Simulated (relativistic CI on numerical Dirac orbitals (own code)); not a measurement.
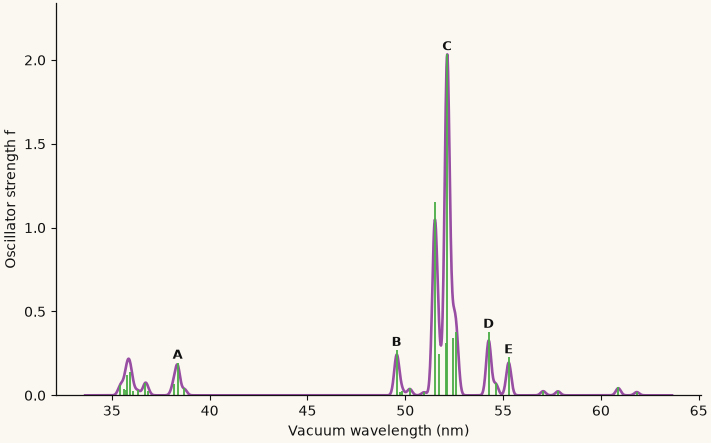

Computed spectrum: absorption lines from the lowest level (oscillator strengths f) of an atom or ion with 52 electrons. Level of the calculation: relativistic configuration interaction, KLI exchange-only orbitals, Breit term, model QED, valence Slater integrals scaled by 0.85, a P86 correlation estimate for each configuration. The envelope is a Gaussian of full width 0.3 nm, scaled to the tallest stick.

Q: Which ion is it, and what are the lettered lines?

A: Cs³⁺ (caesium, Z = 55). A: 5s² 5p³ 6d ³D°₃ ← 5s² 5p⁴ ³P₂, 38.36 nm, f = 0.19; B: 5s² 5p³ 5d J = 1 (odd, mixed, level 62) ← 5s² 5p⁴ ³P₂, 49.56 nm, f = 0.27; C: 5s² 5p³ 5d ³D°₃ ← 5s² 5p⁴ ³P₂, 52.15 nm, f = 2.0; D: 5s² 5p³ 5d ³D°₃ ← 5s² 5p⁴ ³P₂, 54.26 nm, f = 0.38; E: 5s² 5p³ 5d J = 1 (odd, mixed, level 32) ← 5s² 5p⁴ ³P₂, 55.29 nm, f = 0.23.

Limits of the model: near-neutral ion: configurations can be misplaced by up to about 10000 cm⁻¹, over 20000 where the f count changes; rates and lifetimes follow the computed energies and can be off by orders of magnitude; the fine structure of a weakly bound d or f electron outside closed shells is too small or inverted; only a limited list of configurations is included, so lower levels can be missing; only lines among the lowest 200 of 2193 levels are drawn, so those from 5s² 5p³ 5f and 5s 5p⁴ 5d are incomplete.
